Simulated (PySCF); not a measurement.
C$_{7}$H$_{11}$O (SMILES [CH2][C@H](C=C)C(=C)OC) (doublet)

```yaml
atoms:
  - { symbol: C, position_ang: [-0.6432, 1.9628, 0.0609] }
  - { symbol: C, position_ang: [-0.7462, 0.5627, -0.4004] }
  - { symbol: C, position_ang: [-1.6041, -0.1027, 0.6574] }
  - { symbol: C, position_ang: [-2.8715, -0.4318, 0.4813] }
  - { symbol: C, position_ang: [0.5972, -0.1277, -0.4939] }
  - { symbol: C, position_ang: [1.0175, -0.7126, -1.6082] }
  - { symbol: O, position_ang: [1.2737, -0.0659, 0.6867] }
  - { symbol: C, position_ang: [2.5385, -0.6730, 0.7493] }
  - { symbol: H, position_ang: [-1.4111, 2.6661, -0.1954] }
  - { symbol: H, position_ang: [0.0544, 2.2125, 0.8359] }
  - { symbol: H, position_ang: [-1.2521, 0.5047, -1.3669] }
  - { symbol: H, position_ang: [-1.1099, -0.2442, 1.6071] }
  - { symbol: H, position_ang: [-3.3736, -0.2866, -0.4612] }
  - { symbol: H, position_ang: [-3.4600, -0.8642, 1.2732] }
  - { symbol: H, position_ang: [1.9675, -1.2070, -1.6968] }
  - { symbol: H, position_ang: [0.4032, -0.7065, -2.4882] }
  - { symbol: H, position_ang: [2.9038, -0.5060, 1.7614] }
  - { symbol: H, position_ang: [2.4732, -1.7492, 0.5577] }
  - { symbol: H, position_ang: [3.2326, -0.2220, 0.0327] }
```

Geometry: GFN2-xTB.

Level of theory: UKS B3LYP, pcH-1 on C H O, non-relativistic, mean-field spin-orbit, GIAO in PySCF 2.14.0, density-fitted response routines.

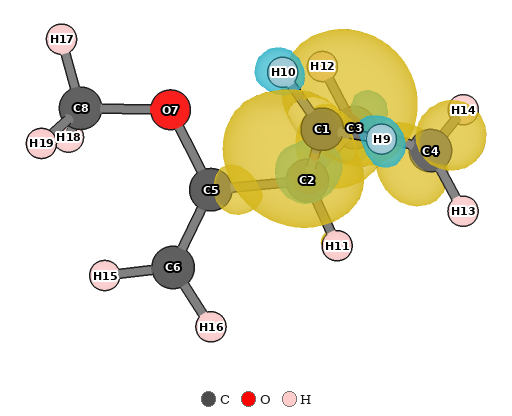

Figure 1. Isosurfaces of the spin density (α minus β) at +0.015 (yellow) and −0.015 e/Å³ (cyan), seen at a tilt.

> Which atoms carry the spin?

The unpaired spin (1 electron) lies mostly on C1 (about 0.7), in electrons by Hirshfeld's partition.

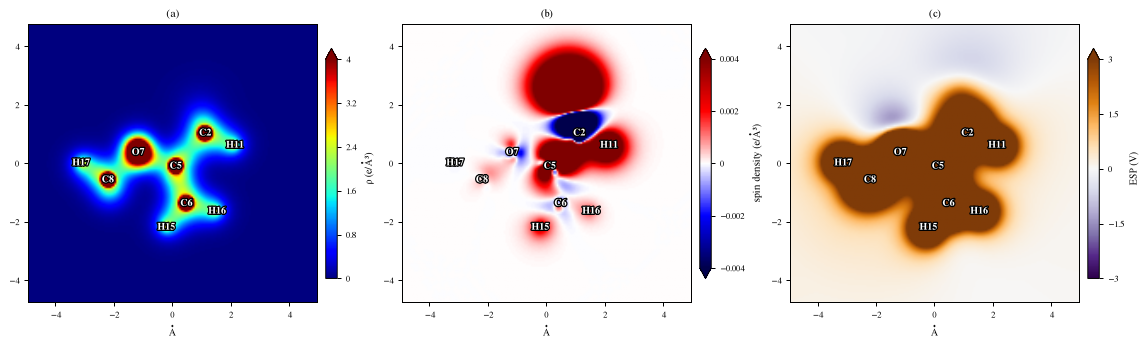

Figure 2. (a) total electron density; (b) spin density (α minus β); (c) molecular electrostatic potential on the plane of atoms H15, C6 and H16.

> What does the map show?

The plane passes through C, O and H nuclei.
C–C (1.33 Å): the density is about 2.3 e/Å³ at the midpoint.
C–O (1.36 Å): the density is about 2.3 e/Å³ at the midpoint, with its minimum of 2 e/Å³ about 0.5 Å from C.
C–H (1.09 Å): the density is about 2 e/Å³ at the midpoint.
C–O (1.40 Å): ρ is about 2.1 e/Å³ halfway, with its minimum of 1.8 e/Å³ about 0.5 Å from C.

Outside the dense part of the molecule the potential is most negative (−1.4 V) near O7.

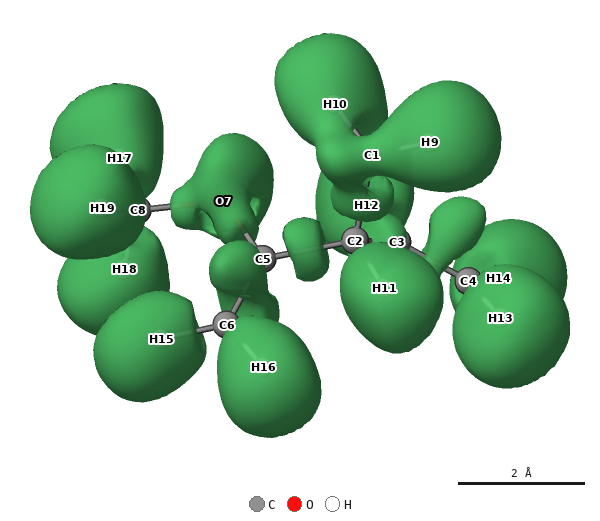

Figure 3. Isosurface of the ELF at 0.75 (green), seen at a tilt. Only the valence region is drawn (cores and ρ < 0.01 e/Å³ removed).

> Identify the bonds, lone pairs and shells in this picture.

At this value the surface marks out four regions between bonded C–C atoms (shared pairs), nine regions around hydrogen nuclei, one region on O in which the atom's valence shell and bonds are merged and one joined region spread over several atoms (C, H), in which their bonds and any lone pairs are merged. Profiles from the grid: C–C (1.32 Å): the ELF peaks at about 0.95 between the atoms; a multiple bond. C–O (1.36 Å): the ELF peaks at about 0.90 between the atoms (a shared but strongly polarised pair).
